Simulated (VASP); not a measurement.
Energy against volume of PtAl2 (fluorite). Level of theory: PBEsol GGA, VASP's PBE PAW potentials (set 64) (plane waves; VASP).

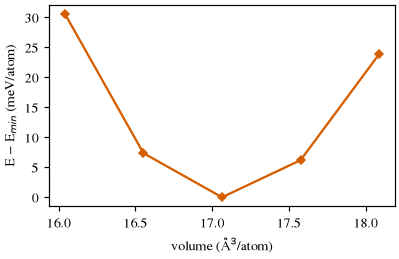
*Energy against volume*

Problem. Estimate the equilibrium volume and the bulk modulus.

Solution. The minimum lies near 17.1 Å³/atom, and the curvature gives B0 of about 140 GPa.

The compound is PtAl2 in the fluorite structure. It was relaxed first.
